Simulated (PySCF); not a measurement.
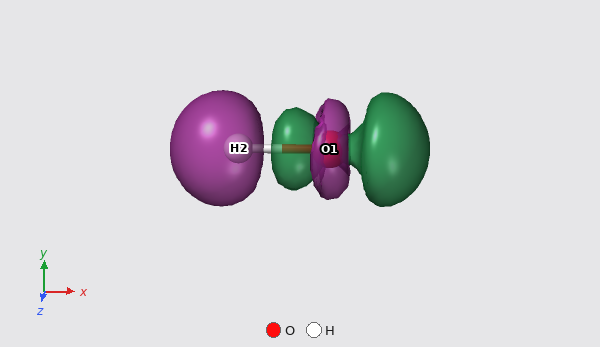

HO, doublet, SMILES `[OH]`. Change of the electron density in a uniform field of 0.41 V/Å, surfaces at ±0.004 e/Å³ (green: gain, purple: loss).

Method: BP86/6-31+G*; geometry: GFN2-xTB; program: PySCF. No frequency check shows the geometry to be a minimum. The basis has diffuse s and p functions alone, which still leaves polarisabilities too small, most of all across bonds. The stability of the open-shell solution wasn't checked. GFN2-xTB doesn't know the spin state, so this open-shell geometry is rough.

Cartesian coordinates (Å):

```
O1       0.1070    0.0000    0.0000
H2      -0.8563    0.0000    0.0000
```

The field was applied in both directions; the picture shows the one opposite to the script's first.

Q: Along which Cartesian direction does the field point?

A: Along −x: electrons gather on the +x side, against the field.

Q: What dipole is induced, and what polarisability does it imply?

A: The induced dipole is 0.13 D (along the field); α along this axis, from the fields in both directions, is 7 bohr³ (1.0 Å³).
